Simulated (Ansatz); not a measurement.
**Response to strain in WS2**

Take WS2 (space group P6_3/mmc, No. 194; a = 3.1147 Å, c = 11.7724 Å; layered, stacked along the Cartesian z axis) as the base.

Strains are applied to the cell and any free atomic positions relax.

Level of theory: PBEsol-D3(BJ), PAW, 420 eV (Ansatz, a quantum-chemistry and plane-wave program; no spin-orbit coupling).

Notes on the quantities. energy relative to the base: free energy F.

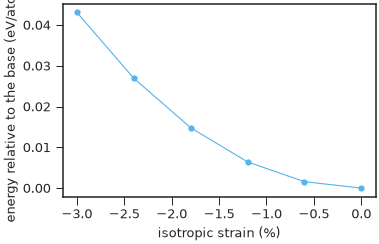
Figure. Energy relative to the base against isotropic strain

**Question.** From the plot, what is the energy relative to the base for isotropic strain −3.00 %?

**Answer.** About 0.043 eV/atom.

**Question.** Is the trend monotonic over the range shown?

**Answer.** Yes, it falls throughout, spanning 0 meV/atom to +43 meV/atom.

No phonon test of stability was made.
